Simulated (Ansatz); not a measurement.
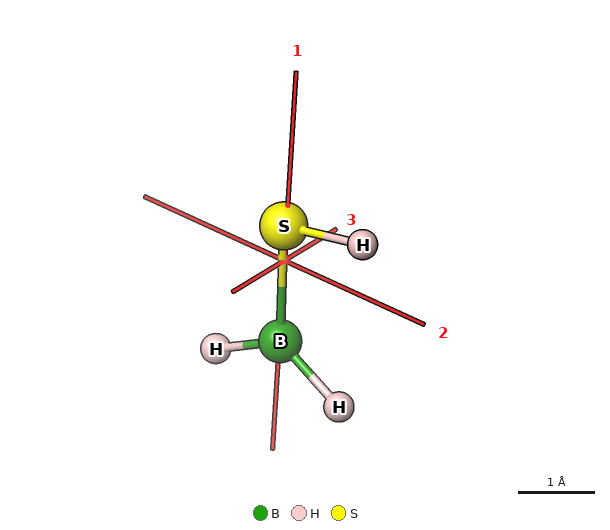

The three principal axes of inertia are drawn and numbered. Depth is shown by fading: the farther an atom, the more it takes the colour of the background. The computed structure is the end point of a PBE0-D4/def2-TZVP optimisation. Masses are those of the most abundant isotopes; constants are for the rigid equilibrium geometry.

### Which line is the a axis (least moment of inertia), which b and which c?

a is line 1, b is line 2, c is line 3; the moments are 3.90, 32.9, 36.8 u Å².

### Classify the rotor and give the rotational constants (MHz).

An asymmetric top (Cs): A = 129423, B = 15350, C = 13722 MHz. Ray's parameter κ is −0.97, close to the prolate limit.
